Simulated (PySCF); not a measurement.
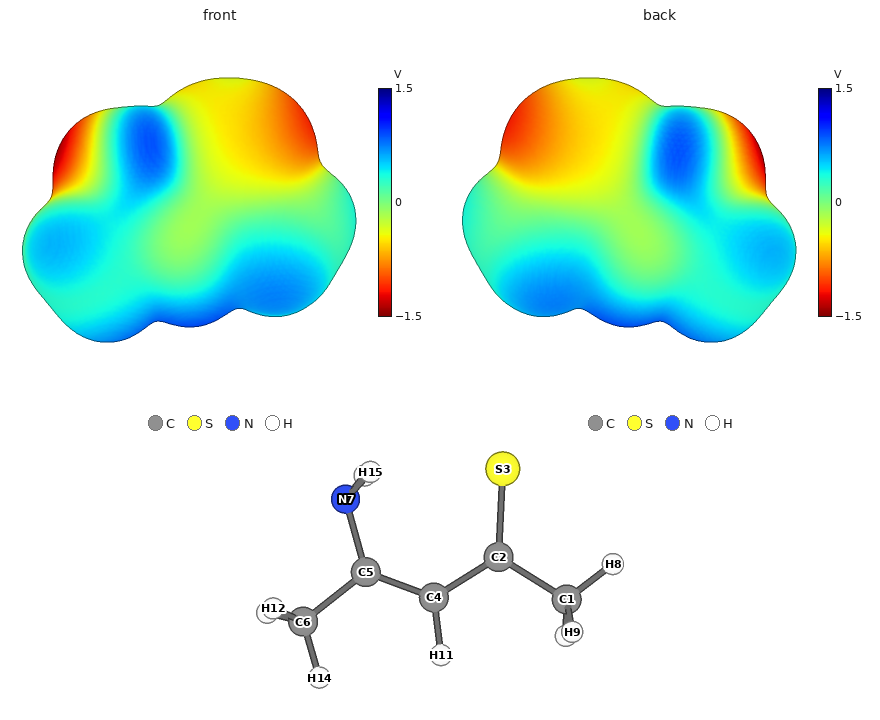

Figure. C5H9NS. The electrostatic potential painted on the density surface at 0.001 e/bohr³, seen from the front and from behind; red is negative and blue positive. The bare structure is drawn below in the same view.

Geometry: GFN2-xTB.

Theory: PBE0/pcSseg-1, SCF density, gas phase, non-relativistic (PySCF 2.14.0).

Input

```
{"job": {"kind": "nmr", "xc": "PBE0", "basis": "pcSseg-1", "pop": false}, "charge": 0, "multiplicity": 1}
C     -2.206609     0.523360     1.414022
C     -1.077679    -0.303652     0.885056
S     -0.957831    -1.881811     1.346330
C     -0.172767     0.357190     0.001464
C      0.919732    -0.164476    -0.607713
C      1.773628     0.660503    -1.511966
N      1.380812    -1.492957    -0.480335
H     -2.837846    -0.065829     2.074093
H     -1.816746     1.380792     1.963574
H     -2.809478     0.904774     0.589243
H     -0.401675     1.397553    -0.193961
H      2.794656     0.662711    -1.133702
H      1.802655     0.195751    -2.496264
H      1.412887     1.680757    -1.599321
H      1.551375    -1.709858     0.501622
H      0.644886    -2.144807    -0.752143
```

Run with:

```sh
OMP_NUM_THREADS=1 python ens_run.py task.json out
```

**Describe the electrostatic potential map.**

The most negative region (about −1.3 V) lies over N7, the most positive (about +0.9 V) over H11, H15 and H16. N7 is the likeliest acceptor of a hydrogen bond.
